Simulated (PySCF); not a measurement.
**What a change does: NMR shielding calculation on C₆H₉NSi**

System: C₆H₉NSi.
Method of run 1: GIAO PBE0/pcSseg-1 NMR shielding, non-relativistic, gas phase (PySCF 2.14.0).

The geometry comes from this level: PBE0-D3(BJ)/def2-SVP. Text and figures count atoms from 1; the logs count them from 0 in places.

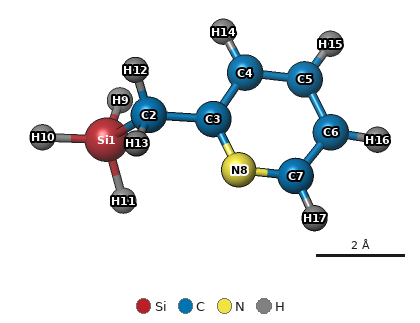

Fig. 1: The structure (ball-and-stick view, seen at a tilt; atoms are numbered from 1 in the order of the input). Bond lengths as drawn: C–C 1.39 to 1.50 Å, C–H 1.09 to 1.10 Å, C–N 1.33 to 1.34 Å, C–Si 1.90 Å and H–Si 1.49 to 1.50 Å.

**The input, run 1**
```
{"job": {"kind": "nmr", "xc": "PBE0", "basis": "pcSseg-1"}, "charge": 0, "multiplicity": 1}
Si    -2.645902    -0.114464    -0.672713
C     -1.500326    -1.029675     0.529702
C     -0.087306    -0.545469     0.417291
C      0.379239     0.532256     1.185693
C      1.688615     0.965837     1.014867
C      2.496253     0.317194     0.083202
C      1.941870    -0.741053    -0.634089
N      0.690461    -1.161793    -0.477423
H     -2.681582     1.340013    -0.325176
H     -4.033185    -0.665451    -0.571750
H     -2.153625    -0.266245    -2.072948
H     -1.893459    -0.899315     1.550100
H     -1.534325    -2.099634     0.275089
H     -0.282180     1.017839     1.907057
H      2.075740     1.800969     1.604212
H      3.531225     0.621157    -0.084823
H      2.544121    -1.279021    -1.375878
```

The first line tells a small driver script what to run in PySCF; the rest is the geometry in Å.

Hardware: 1 CPU thread, shared host.

**Output (run 1)**
```
coarse grid: 14784 points
cycle   1  E = -577.6972409962  dE =  1.052e+00  |g| = 3.770e-01  |ddm| = 3.856e+00
cycle   2  E = -577.6932111023  dE =  4.030e-03  |g| = 4.211e-01  |ddm| = 8.701e-01
cycle   3  E = -577.7340788480  dE = -4.087e-02  |g| = 7.482e-02  |ddm| = 4.444e-01
cycle   4  E = -577.7348466550  dE = -7.678e-04  |g| = 4.158e-02  |ddm| = 8.225e-02
cycle   5  E = -577.7352433054  dE = -3.967e-04  |g| = 9.362e-03  |ddm| = 5.099e-02
cycle   6  E = -577.7352645938  dE = -2.129e-05  |g| = 3.564e-03  |ddm| = 1.280e-02
cycle   7  E = -577.7352678790  dE = -3.285e-06  |g| = 5.200e-04  |ddm| = 3.545e-03
final grid: 138520 points
cycle   8  E = -577.7804684706  dE = -2.962e-05  |g| = 6.820e-03  |ddm| = 3.539e-02
cycle   9  E = -577.7804647621  dE =  3.708e-06  |g| = 7.875e-03  |ddm| = 1.588e-02
cycle  10  E = -577.7804804710  dE = -1.571e-05  |g| = 1.530e-03  |ddm| = 8.954e-03
cycle  11  E = -577.7804810659  dE = -5.949e-07  |g| = 2.763e-04  |ddm| = 1.675e-03
cycle  12  E = -577.7804810834  dE = -1.754e-08  |g| = 7.260e-05  |ddm| = 2.795e-04
cycle  13  E = -577.7804810844  dE = -1.019e-09  |g| = 3.275e-05  |ddm| = 8.229e-05
cycle  14  E = -577.7804810847  dE = -2.490e-10  |g| = 9.524e-06  |ddm| = 3.625e-05
converged SCF energy = -577.7804810847

GIAO shielding tensors (ppm)
atom      isotropic    diamagn.    paramagn.     s11        s22        s33       span
  0 Si     410.114     878.730    -468.616    373.524    394.686    462.133     88.609
  1 C      160.697     251.170     -90.473    137.133    152.533    192.425     55.292
  2 C       18.211     256.536    -238.325    -82.372     -7.614    144.618    226.990
  3 C       58.102     256.908    -198.806    -49.865     57.315    166.856    216.721
  4 C       42.812     252.986    -210.174    -72.068     23.189    177.315    249.383
  5 C       59.887     258.876    -198.989    -51.817     54.706    176.773    228.590
  6 C       28.785     250.481    -221.696    -81.796     24.989    143.161    224.957
  7 N      -90.319     331.820    -422.139   -384.440   -165.305    278.787    663.228
  8 H       27.437      28.742      -1.305     23.798     26.608     31.905      8.107
  9 H       27.110      27.452      -0.342     24.223     24.441     32.666      8.443
 10 H       27.312      28.409      -1.097     23.567     26.497     31.871      8.304
 11 H       28.951      30.287      -1.335     24.892     28.103     33.858      8.966
 12 H       28.590      29.699      -1.109     24.703     26.984     34.083      9.380
 13 H       24.173      33.449      -9.276     20.775     22.568     29.175      8.400
 14 H       23.666      30.319      -6.652     20.544     23.750     26.705      6.161
 15 H       24.313      30.112      -5.799     21.828     24.155     26.955      5.127
 16 H       22.645      29.637      -6.992     18.726     23.002     26.206      7.480
```

For run 2 the input was changed thus:
```diff
-"xc": "PBE0"
+"xc": "WP04"
+"pop": false
```

How does run 2 compare with run 1?

The total energies belong to different methods, so their difference says nothing on which is more stable or more accurate. The HOMO goes from −7.22 to −8.31 eV. The LUMO goes from −0.78 to −2.85 eV. Of all shieldings, the largest change is that of Si1, by −18.3 ppm. The functional changes from PBE0 to WP04. Exact exchange removes part of the self-interaction error of semilocal functionals, which pushes filled and empty levels apart. The SCF takes 15 iterations against 14.

**Output (run 2)**
```
coarse grid: 14784 points
cycle   1  E = -588.4142176564  dE =  8.777e-01  |g| = 6.474e-01  |ddm| = 3.952e+00
cycle   2  E = -588.3419387274  dE =  7.228e-02  |g| = 8.426e-01  |ddm| = 1.525e+00
cycle   3  E = -588.5117208291  dE = -1.698e-01  |g| = 1.962e-01  |ddm| = 9.781e-01
cycle   4  E = -588.5193661211  dE = -7.645e-03  |g| = 6.812e-02  |ddm| = 2.039e-01
cycle   5  E = -588.5204592390  dE = -1.093e-03  |g| = 2.056e-02  |ddm| = 7.864e-02
cycle   6  E = -588.5205631346  dE = -1.039e-04  |g| = 7.518e-03  |ddm| = 2.466e-02
cycle   7  E = -588.5205774031  dE = -1.427e-05  |g| = 1.259e-03  |ddm| = 6.941e-03
cycle   8  E = -588.5205777846  dE = -3.815e-07  |g| = 3.166e-04  |ddm| = 1.291e-03
final grid: 138520 points
cycle   9  E = -588.5874559261  dE = -4.547e-05  |g| = 7.128e-03  |ddm| = 4.324e-02
cycle  10  E = -588.5874497784  dE =  6.148e-06  |g| = 8.740e-03  |ddm| = 1.639e-02
cycle  11  E = -588.5874687829  dE = -1.900e-05  |g| = 1.773e-03  |ddm| = 9.396e-03
cycle  12  E = -588.5874694931  dE = -7.102e-07  |g| = 4.114e-04  |ddm| = 1.821e-03
cycle  13  E = -588.5874695313  dE = -3.821e-08  |g| = 1.366e-04  |ddm| = 4.542e-04
cycle  14  E = -588.5874695355  dE = -4.180e-09  |g| = 4.648e-05  |ddm| = 1.439e-04
cycle  15  E = -588.5874695360  dE = -5.407e-10  |g| = 1.032e-05  |ddm| = 4.644e-05
converged SCF energy = -588.5874695360

GIAO shielding tensors (ppm)
atom      isotropic    diamagn.    paramagn.     s11        s22        s33       span
  0 Si     391.851     880.769    -488.918    359.357    379.339    436.856     77.499
  1 C      147.558     253.391    -105.833    127.651    137.674    177.350     49.699
  2 C        4.814     258.415    -253.601    -94.880    -21.482    130.804    225.683
  3 C       46.048     258.400    -212.352    -62.028     45.189    154.983    217.011
  4 C       31.586     253.972    -222.386    -82.701     13.320    164.139    246.840
  5 C       48.187     258.783    -210.596    -62.438     42.888    164.110    226.547
  6 C       17.069     252.159    -235.090    -94.730     14.908    131.029    225.759
  7 N     -101.627     333.034    -434.662   -389.273   -177.248    261.638    650.911
  8 H       28.338      30.227      -1.889     24.874     27.564     32.576      7.702
  9 H       28.037      27.865       0.173     25.322     25.533     33.258      7.936
 10 H       28.214      29.870      -1.656     24.636     27.442     32.563      7.927
 11 H       29.371      30.786      -1.416     25.563     28.804     33.745      8.181
 12 H       28.977      30.091      -1.115     25.290     27.713     33.928      8.638
 13 H       24.779      34.624      -9.845     21.488     23.096     29.753      8.265
 14 H       24.308      30.781      -6.473     21.313     24.180     27.432      6.119
 15 H       24.889      30.234      -5.346     22.390     24.629     27.647      5.257
 16 H       23.244      30.120      -6.876     19.545     23.357     26.831      7.286
```

**The two runs side by side**

| quantity | run 1 | run 2 |
| --- | --- | --- |
| outcome | converged | converged |
| total energy (hartree) | −577.780481 | −588.587470 |
| HOMO (eV) | −7.22 | −8.31 |
| LUMO (eV) | −0.78 | −2.85 |
| dipole moment (D) | 1.92 | 1.91 |
| shielding of Si1 (ppm) | 410.1 | 391.9 |
| shielding of C2 (ppm) | 160.7 | 147.6 |
| shielding of C3 (ppm) | 18.2 | 4.8 |
| shielding of C4 (ppm) | 58.1 | 46.0 |
| shielding of C6 (ppm) | 59.9 | 48.2 |
| shielding of C7 (ppm) | 28.8 | 17.1 |
| shielding of N8 (ppm) | −90.3 | −101.6 |
| SCF iterations | 14 | 15 |
| basis functions | 188 | 188 |
| wall time (shared host) | 25 s | 24 s |
